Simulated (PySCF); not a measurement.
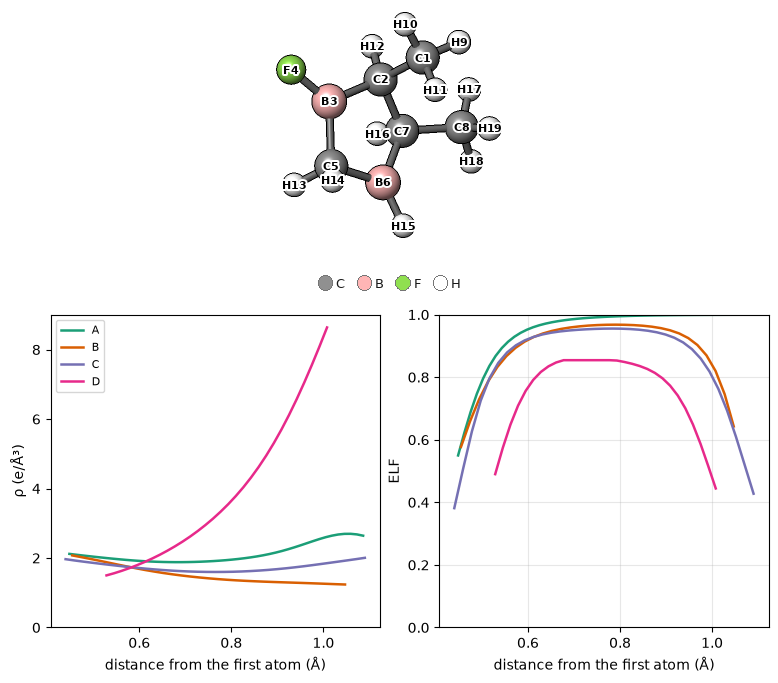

Figure. C5H11B2F. Electron density and ELF along straight lines between neighbouring atoms. The curves leave out the atomic cores. The structure is drawn too.

Geometry: GFN2-xTB.

Computed with PBE0/pcSseg-1, SCF density, gas phase, non-relativistic in PySCF.

```xyz
19

C    -0.0459    1.7711   -0.4766
C    -0.2930    0.3094   -0.8939
B    -1.7515   -0.1046   -0.4049
F    -2.8684    0.2557   -1.0134
C    -1.6708   -0.9557    0.9269
B    -0.1184   -1.1339    1.1643
C     0.6480   -0.6751   -0.1410
C     2.1029   -0.2148   -0.0305
H     0.9424    2.1037   -0.7839
H    -0.7841    2.4203   -0.9433
H    -0.1295    1.8763    0.6035
H    -0.1265    0.2545   -1.9742
H    -2.1659   -1.9245    0.8145
H    -2.1991   -0.5010    1.7676
H     0.3797   -1.5630    2.1297
H     0.6598   -1.5911   -0.7535
H     2.4971    0.0773   -1.0028
H     2.7174   -1.0244    0.3567
H     2.1960    0.6290    0.6474
```

> Which curve belongs to which contact (B–F, C–B, C–C and C–H)? The first atom named is at distance zero.

Curve A: C–H (1.09 Å): ρ at the midpoint is about 2 e/Å³; the ELF climbs to about 1 towards the hydrogen, as it does in any bond to H; an ordinary covalent bond to hydrogen. Curve B: C–B (1.58 Å): ρ is about 1.4 e/Å³ halfway; the ELF peaks at about 0.95 between the atoms (a covalent bond). Curve C: C–C (1.53 Å): the density is about 1.6 e/Å³ at the midpoint; the ELF peaks at about 0.95 between the atoms; a covalent bond. Curve D: B–F (1.32 Å): ρ is about 2.2 e/Å³ halfway; the ELF peaks at about 0.85 between the atoms; a shared but strongly polarised pair.
